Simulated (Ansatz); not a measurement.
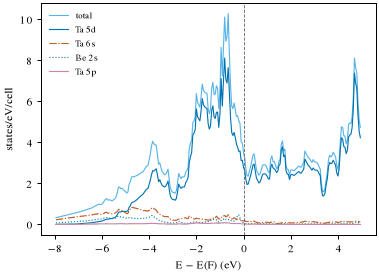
*Total and projected density of states of Ta$_{2}$Be in space group I4/mcm (No. 140; Ta on 8h, Be on 4a), the program Ansatz at the r²SCAN level (PAW)*

Task: Which orbitals carry the states next to the Fermi level?

Result: Within 0.5 eV of the Fermi level: Ta 5d 78 %, Ta 6s 5 %, outside the projected shells 12 %. Projections are on Löwdin-orthogonalised atomic valence shells; empty p or d shells of many metals are not among them.

Task: Where is the tallest occupied peak in this window, and what makes it?

Result: Near -0.6 eV, about 10 states/eV per cell; the largest projected share is Ta 5d.

The workflow started from a Materials Project entry (that database holds measured and hypothetical structures alike); the Crystallography Open Database copy checked does not list it. Whether it is the stable phase at ambient conditions was not checked. Symmetry was held in the r²SCAN relaxation; its stability against distortions is not shown here. No spin polarisation was allowed. Spin–orbit coupling is left out wherever it is not named.

Potentials: the later of the program's two PAW sets.
